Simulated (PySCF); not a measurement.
Sn(All)2(H)2, SMILES C=C[CH2][SnH2][CH2]C=C (C₆H₁₂Sn) at its GFN2-xTB optimised geometry (Å):

```
19

Sn    -0.1308    -0.4248     0.0000
C     -1.0466    -1.4918    -1.7067
C     -2.5148    -1.3848    -1.6584
C     -3.2205    -0.5326    -2.3831
C      2.0927    -0.4248     0.0000
C      2.6150     0.0762    -1.2824
C      3.0235     1.3184    -1.4838
H     -0.6986     1.1700     0.0000
H     -0.7126    -1.0467     1.4761
H     -0.6482    -1.0414    -2.6135
H     -0.7227    -2.5289    -1.6510
H     -3.0118    -2.0469    -0.9630
H     -4.2931    -0.4818    -2.3184
H     -2.7463     0.1418    -3.0769
H      2.4136    -1.4457     0.1908
H      2.3999     0.2058     0.8292
H      2.6361    -0.6385    -2.0952
H      3.0118     2.0469    -0.6899
H      3.3974     1.6487    -2.4373
```

Computed with B3LYP/def2-SVP, def2 effective core potentials past Kr in PySCF. The core electrons that the potentials of Sn replace are not part of the density.

Map of the log10 of the electron density (e/bohr³), floored at −4 on the plane z = 1.2 Å:

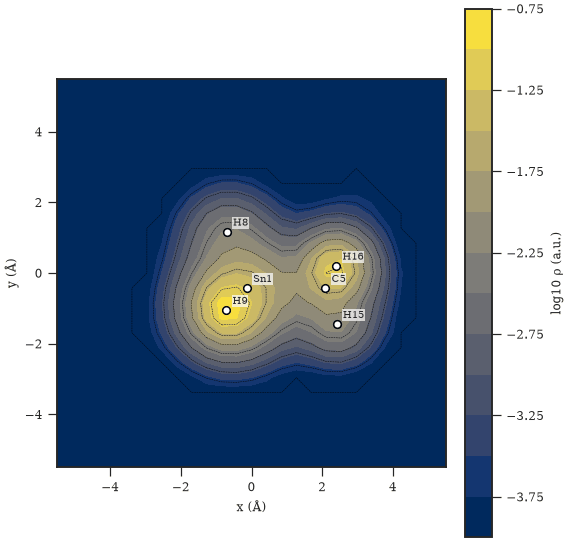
Fig. 1. Log10 of the electron density (e/bohr³), floored at −4 on the plane z = 1.2 Å.
